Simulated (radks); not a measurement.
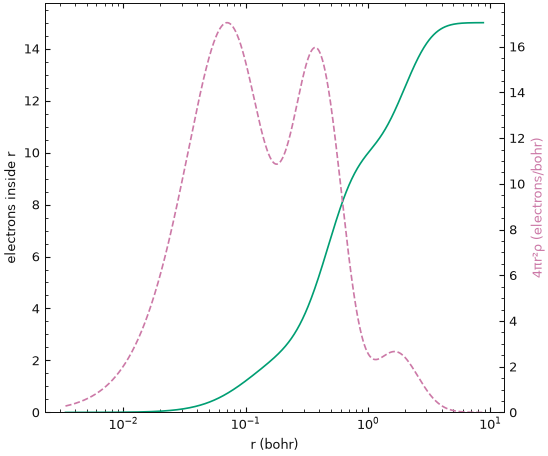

A free P atom; electrons: [Ne] 3s2 3p3 (high spin). The calculation used the in-house radial solver radks at this level: non-relativistic Kohn-Sham, PBEsol, spin-polarised, spherical densities, point nucleus.

The plot shows the number of electrons inside radius r (solid) and the radial density 4πr²ρ (dashed).

**Describe it and give its main numbers.**

The count levels off at 15 electrons. Half of them lie within 0.560 bohr, 90 % within 2.49 bohr and 99 % within 4.32 bohr. The radial density has minima at 0.179 and 1.15 bohr, where the count stands at 2.2 and 10.3; these part the shells that the density resolves.
